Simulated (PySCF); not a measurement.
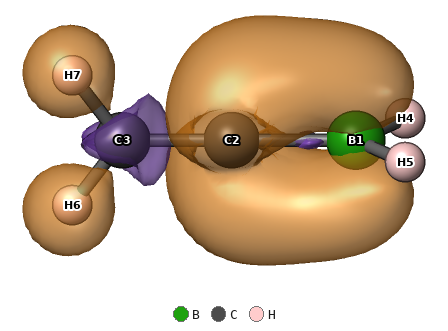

The picture shows: C2H4B (SMILES B[C]=C) (doublet). Isosurfaces of the spin density (α minus β) at +0.02 (orange) and −0.02 e/Å³ (purple), seen from one side.

Geometry: GFN2-xTB.

The calculation used PySCF, UKS B3LYP, pcH-1 on B C H, non-relativistic, mean-field spin-orbit, GIAO.

```xyz
7

B    -1.3891   -0.0345   -0.0701
C     0.0727    0.0028   -0.0006
C     1.3592    0.0351    0.0610
H    -1.9562    0.6918   -0.7951
H    -1.9840   -0.7908    0.5999
H     1.9095    0.8455    0.5263
H     1.9913   -0.7451   -0.3485
```

> Where is the unpaired spin?

The unpaired spin (1 electron) lies mostly on C2 (about 0.5) and B1 (about 0.3), in electrons by Hirshfeld's partition.
